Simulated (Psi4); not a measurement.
# Single-point calculation of InH3Cl (charge −1)

- system: InH3Cl, charge −1
- method: MP2/def2-SVP, RHF, core potentials def2, ddCOSMO solvent tetrahydrofuran (Psi4 1.11)

The geometry comes from this level: GFN2-xTB (4 decimals).

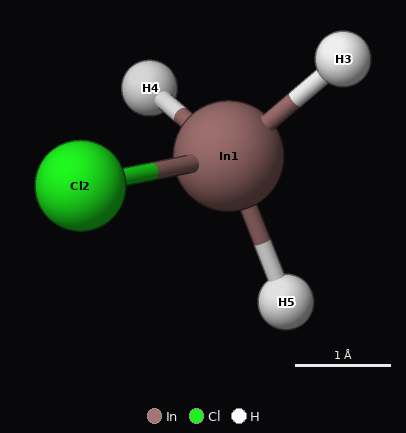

*The input geometry (ball-and-stick view, seen at a tilt; atoms are numbered from 1 in the order of the input). Sticks mark near contacts.*

Input (calc.py)
```python
import psi4
from rdkit import Chem

psi4.set_memory('1600 MB')
psi4.set_num_threads(1)
psi4.core.set_output_file('psi4.out', False)

rd = Chem.SDMolSupplier('clh3in.sdf', removeHs=False, sanitize=False)[0]
xyz = rd.GetConformer().GetPositions()
atoms = '\n'.join(f'{a.GetSymbol()} {x:.4f} {y:.4f} {z:.4f}' for a, (x, y, z) in zip(rd.GetAtoms(), xyz))
molecule = psi4.geometry('-1 1\n' + atoms + '\nsymmetry c1')

psi4.set_options({
    'basis': 'def2-SVP',
    'scf_type': 'df',
    'num_frozen_docc': 9,
    'mp2_type': 'df',
    'screening': 'density',
    'ints_tolerance': 1e-10,
    'ddx': True,
    'ddx_model': 'cosmo',
    'ddx_solvent': 'tetrahydrofuran',
    'ddx_radii_set': 'uff',
})

E, wfn = psi4.energy("mp2", return_wfn=True)
print(f'total energy {E:.8f} hartree = {E * 27.211386:.5f} eV')
```

File clh3in.sdf
```

     RDKit          3D

  5  4  0  0  0  0  0  0  0  0999 V2000
   -0.0022    0.0006   -0.1757 In  0  0  0  0  0  4  0  0  0  0  0  0
    0.0128   -0.0204    2.1636 Cl  0  0  0  0  0  0  0  0  0  0  0  0
    1.6208    0.0134   -0.6709 H   0  0  0  0  0  0  0  0  0  0  0  0
   -0.8181    1.4110   -0.6459 H   0  0  0  0  0  0  0  0  0  0  0  0
   -0.8134   -1.4046   -0.6711 H   0  0  0  0  0  0  0  0  0  0  0  0
  2  1  1  0
  3  1  1  0
  4  1  1  0
  5  1  1  0
M  CHG  1   1  -1
M  END
$$$$
```

Machine: 1 thread of AMD EPYC (Zen 5), 16 GiB of memory available, shared host.

Launched with:
```bash
python calc.py
```

The program's output
```
PCM or DDX continuum solvation does not make use of molecular symmetry: further calculations in C1 point group.

   => Loading Basis Set <=

    Name: DEF2-SVP
    Role: ORBITAL
    Keyword: BASIS

    !!!  WARNING: ECP capability is in beta. Please check occupations closely.  !!!

         ---------------------------------------------------------
                                   SCF
                              RHF Reference
                        1 Threads,   1525 MiB Core
         ---------------------------------------------------------

  ==> Geometry <==

    Molecular point group: c1
    Full point group: C1

    Geometry (in Angstrom), charge = -1, multiplicity = 1:

       Center              X                  Y                   Z               Mass
    ------------   -----------------  -----------------  -----------------  -----------------
         IN          -0.003403620792     0.004684256542    -0.525391754852   114.903878776000
         CL           0.011596379208    -0.016315743458     1.813908245148    34.968852682000
         H            1.619596379208     0.017484256542    -1.020591754852     1.007825032230
         H           -0.819303620792     1.415084256542    -0.995591754852     1.007825032230
         H           -0.814603620792    -1.400515743458    -1.020791754852     1.007825032230

  Running in c1 symmetry.

  Rotational constants: A =      2.11139  B =      0.10956  C =      0.10954 [cm^-1]
  Rotational constants: A =  63297.75285  B =   3284.39353  C =   3283.95203 [MHz]
  Nuclear repulsion =  109.246601846100219

  Charge       = -1
  Multiplicity = 1
  Electrons    = 42
  Nalpha       = 21
  Nbeta        = 21

  ==> Algorithm <==

  SCF Algorithm Type is DF.
  DIIS enabled.
  MOM disabled.
  Fractional occupation disabled.
  Guess Type is SAD.
  Energy threshold   = 1.00e-08
  Density threshold  = 1.00e-08
  Integral threshold = 1.00e-10

  ==> Primary Basis <==

  Basis Set: DEF2-SVP
    Blend: DEF2-SVP
    Number of shells: 27
    Number of basis functions: 59
    Number of Cartesian functions: 62
    Spherical Harmonics?: true
    Max angular momentum: 2

  Core potential: DEF2-SVP
    Number of shells: 4
    Number of ECP primitives: 18
    Number of ECP core electrons: 28
    Max angular momentum: 3

   => Loading Basis Set <=

    Name: (DEF2-SVP AUX)
    Role: JKFIT
    Keyword: DF_BASIS_SCF

  +----------------------------------------------------------------+
  |                                                                |
  |                        888      888 Y8b    d8Y                 |
  |                        888      888  Y8b  d8Y                  |
  |                        888      888   Y8888Y                   |
  |                    .d88888  .d88888    Y88Y                    |
  |                   d88  888 d88  888    d88b                    |
  |                   888  888 888  888   d8888b                   |
  |                   Y88b 888 Y88b 888  d8Y  Y8b                  |
  |                     Y88888   Y88888 d8Y    Y8b                 |
  |                                                                |
  |                              |
  |                         Version: 0.7.0                         |
  |                                                                |
  +----------------------------------------------------------------+
    enable_fmm              = True
    eta                     = 0.1
    fmm_local_lmax          = 6
    fmm_multipole_lmax      = 9
    incore                  = False
    jacobi_n_diis           = 20
    lmax                    = 9
    logfile                 =
    maxiter                 = 100
    n_lebedev               = 302
    n_proc                  = 1
    shift                   = -1.0
    solvent_kappa           = 0.0
    solvent_epsilon         = 7.4257
    solvent_epsilon_optical = 1.971
    tol                     = 1e-08

    DDX numerical integration setup:

    dft_block_scheme     = ATOMIC
    dft_nuclear_scheme   = BECKE
    dft_pruning_scheme   = ROBUST
    dft_radial_points    = 35
    dft_radial_scheme    = BECKE
    dft_spherical_points = 110

    Cavity sphere setup (in Angstrom):

    Charge       X            Y            Z          Radius
    ------   ----------   ----------   ----------   ----------
     21.00    -0.003404     0.004684    -0.525392     2.454650
     17.00     0.011596    -0.016316     1.813908     2.170850
      1.00     1.619596     0.017484    -1.020592     1.587300
      1.00    -0.819304     1.415084    -0.995592     1.587300
      1.00    -0.814604    -1.400516    -1.020792     1.587300

    Cavity sphere setup (in Bohr):

    Charge       X            Y            Z          Radius
    ------   ----------   ----------   ----------   ----------
     21.00    -0.006432     0.008852    -0.992847     4.638616
     17.00     0.021914    -0.030832     3.427790     4.102312
      1.00     3.060594     0.033040    -1.928639     2.999562
      1.00    -1.548259     2.674122    -1.881396     2.999562
      1.00    -1.539378    -2.646591    -1.929017     2.999562

  ==> Integral Setup <==

  DFHelper Memory: AOs need 0.012 GiB; user supplied 1.118 GiB.
  SCF_SUBTYPE=INCORE selected. In-core MEM_DF algorithm will be used.
  Using in-core AOs.

  ==> MemDFJK: Density-Fitted J/K Matrices <==

    J tasked:                   Yes
    K tasked:                   Yes
    wK tasked:                   No
    Memory [MiB]:              1144
    Algorithm:                 Core
    Schwarz Cutoff:           1E-10
    Mask sparsity (%):       1.3789
    Fitting Condition:        1E-10

   => Auxiliary Basis Set <=

  Basis Set: (DEF2-SVP AUX)
    Blend: DEF2-UNIVERSAL-JKFIT
    Number of shells: 102
    Number of basis functions: 400
    Number of Cartesian functions: 524
    Spherical Harmonics?: true
    Max angular momentum: 5

  Minimum eigenvalue in the overlap matrix is 2.3408981235E-02.
  Reciprocal condition number of the overlap matrix is 5.9366005832E-03.
    Using symmetric orthogonalization.

  ==> Pre-Iterations <==

  SCF Guess: Superposition of Atomic Densities via on-the-fly atomic UHF (no occupation information).

   -------------------------
    Irrep   Nso     Nmo
   -------------------------
     A         59      59
   -------------------------
    Total      59      59
   -------------------------

  ==> Iterations <==

                           Total Energy        Delta E     RMS |[F,P]|

   @DF-RHF iter SAD:  -648.95852183802776   -6.48959e+02   0.00000e+00
   @DF-RHF iter   1:  -650.40001488126677   -1.44149e+00   3.95358e-03 ADIIS/DIIS
   @DF-RHF iter   2:  -650.42804276588481   -2.80279e-02   1.20430e-03 ADIIS/DIIS
   @DF-RHF iter   3:  -650.42984902044554   -1.80625e-03   1.08316e-04 ADIIS/DIIS
   @DF-RHF iter   4:  -650.42990876029603   -5.97399e-05   2.85353e-05 DIIS
   @DF-RHF iter   5:  -650.42991420475471   -5.44446e-06   7.62426e-06 DIIS
   @DF-RHF iter   6:  -650.42991454119056   -3.36436e-07   2.19498e-06 DIIS
   @DF-RHF iter   7:  -650.42991456311438   -2.19238e-08   3.19562e-07 DIIS
   @DF-RHF iter   8:  -650.42991456363393   -5.19549e-10   7.13904e-08 DIIS
   @DF-RHF iter   9:  -650.42991456364439   -1.04592e-11   1.47667e-08 DIIS
   @DF-RHF iter  10:  -650.42991456363677    7.61702e-12   2.12163e-09 DIIS
  Energy and wave function converged.

  ==> Post-Iterations <==

    Orbital Energies [Eh]
    ---------------------

    Doubly Occupied:

       1A   -104.694876     2A    -10.458130     3A     -7.932645
       4A     -7.930886     5A     -7.930884     6A     -5.314630
       7A     -3.572964     8A     -3.569393     9A     -3.569373
      10A     -1.014046    11A     -0.962943    12A     -0.962912
      13A     -0.953290    14A     -0.953246    15A     -0.939157
      16A     -0.535411    17A     -0.404619    18A     -0.404485
      19A     -0.395715    20A     -0.342359    21A     -0.341672

    Virtual:

      22A      0.125816    23A      0.166744    24A      0.178548
      25A      0.261010    26A      0.296808    27A      0.356749
      28A      0.357332    29A      0.389301    30A      0.532633
      31A      0.532711    32A      0.619361    33A      0.623990
      34A      0.672899    35A      0.840549    36A      0.975890
      37A      1.038494    38A      1.039241    39A      1.137557
      40A      1.138010    41A      1.155287    42A      1.155549
      43A      1.217228    44A      1.280711    45A      1.281050
      46A      1.584380    47A      1.702783    48A      1.833208
      49A      1.834440    50A      1.899835    51A      2.007780
      52A      2.008938    53A      2.123885    54A      2.235080
      55A      2.235716    56A     16.875173    57A     16.877161
      58A     17.203325    59A     61.755076

    Final Occupation by Irrep:
              A
    DOCC [    21 ]
    NA   [    21 ]
    NB   [    21 ]

  @DF-RHF Final Energy:  -650.42991456363677

   => Energetics <=

    Nuclear Repulsion Energy =            109.2466018461002193
    One-Electron Energy =               -1199.2105072254053084
    Two-Electron Energy =                 439.6098292391668565
    DD Solvation Energy =                 -0.0758384234985772
    Total Energy =                       -650.4299145636367712

Computation Completed

Properties will be evaluated at   0.000000,   0.000000,   0.000000 [a0]

Properties computed using the SCF density matrix

 Multipole Moments:

 ------------------------------------------------------------------------------------
     Multipole            Electronic (a.u.)      Nuclear  (a.u.)        Total (a.u.)
 ------------------------------------------------------------------------------------

 L = 1.  Multiply by 2.5417464519 to convert [e a0] to [Debye]
 Dipole X            :         -0.2222015            0.2104239           -0.0117776
 Dipole Y            :          0.2870958           -0.2776867            0.0094090
 Dipole Z            :        -32.0779468           31.6835981           -0.3943487
 Magnitude           :                                                    0.3946368

 ------------------------------------------------------------------------------------

	total time  =          1 seconds =       0.02 minutes

  //>>>>>>>>>>>>>>>>>>>>>>>>>>>>>>>>>>>//
  //               DFMP2               //
  //<<<<<<<<<<<<<<<<<<<<<<<<<<<<<<<<<<<//

   => Loading Basis Set <=

    Name: (DEF2-SVP AUX)
    Role: RIFIT
    Keyword: DF_BASIS_MP2

	 --------------------------------------------------------
	                          DF-MP2
	      2nd-Order Density-Fitted Moller-Plesset Theory
	              RMP2 Wavefunction,   1 Threads

	 --------------------------------------------------------

   => Auxiliary Basis Set <=

  Basis Set: (DEF2-SVP AUX)
    Blend: DEF2-SVP-RI
    Number of shells: 68
    Number of basis functions: 218
    Number of Cartesian functions: 263
    Spherical Harmonics?: true
    Max angular momentum: 4

	 --------------------------------------------------------
	                 NBF =    59, NAUX =   218
	 --------------------------------------------------------
	   CLASS    FOCC     OCC    AOCC    AVIR     VIR    FVIR
	   PAIRS       9      21      12      38      38       0
	 --------------------------------------------------------

	-----------------------------------------------------------
	 ==================> DF-MP2 Energies <====================
	-----------------------------------------------------------
	 Reference Energy          =    -650.4299145636367712 [Eh]
	 Singles Energy            =      -0.0000000000000000 [Eh]
	 Same-Spin Energy          =      -0.0573355269036985 [Eh]
	 Opposite-Spin Energy      =      -0.1902460527801667 [Eh]
	 Correlation Energy        =      -0.2475815796838651 [Eh]
	 Total Energy              =    -650.6774961433205817 [Eh]
	-----------------------------------------------------------
	 ================> DF-SCS-MP2 Energies <==================
	-----------------------------------------------------------
	 SCS Same-Spin Scale       =       0.3333333333333333 [-]
	 SCS Opposite-Spin Scale   =       1.2000000000000000 [-]
	 SCS Same-Spin Energy      =      -0.0191118423012328 [Eh]
	 SCS Opposite-Spin Energy  =      -0.2282952633362000 [Eh]
	 SCS Correlation Energy    =      -0.2474071056374328 [Eh]
	 SCS Total Energy          =    -650.6773216692741926 [Eh]
	-----------------------------------------------------------

	total time  =          1 seconds =       0.02 minutes
```

Standard output
```
total energy -650.67749614 hartree = -17705.83651 eV
```

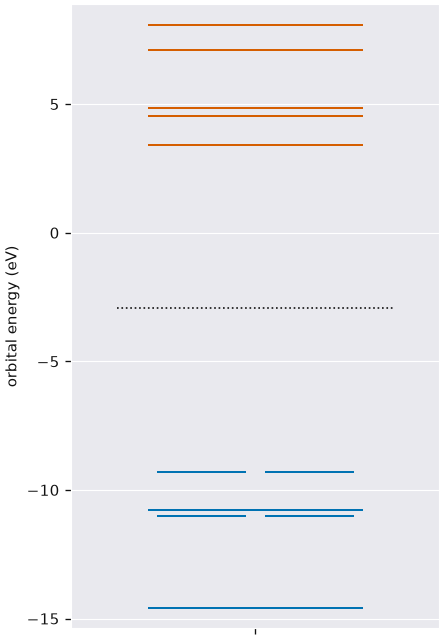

*Orbital energies near the frontier (SCF reference); the dotted line parts filled from empty levels, and levels within 0.02 eV of each other stand side by side.*

Highest filled −9.30 eV, lowest empty 3.42 eV, 12.72 eV apart.

Summary

```json
{"quantity": "outcome", "value": "converged"}
{"quantity": "total energy", "value": "−650.677496 hartree"}
{"quantity": "SCF energy", "value": "−650.429915 hartree"}
{"quantity": "MP2 energy", "value": "−650.677496 hartree"}
{"quantity": "correlation energy", "value": "−0.247582 hartree"}
{"quantity": "solvation energy", "value": "−0.075838 hartree"}
{"quantity": "basis functions", "value": "59"}
{"quantity": "HOMO of the SCF reference", "value": "−9.30 eV"}
{"quantity": "LUMO of the SCF reference", "value": "3.42 eV"}
{"quantity": "wall time", "value": "2.6 s"}
{"quantity": "peak memory", "value": "0.25 GiB"}
```

Remarks

Settings chosen away from the usual ones: screening set to density; ints_tolerance set to 1e-10.
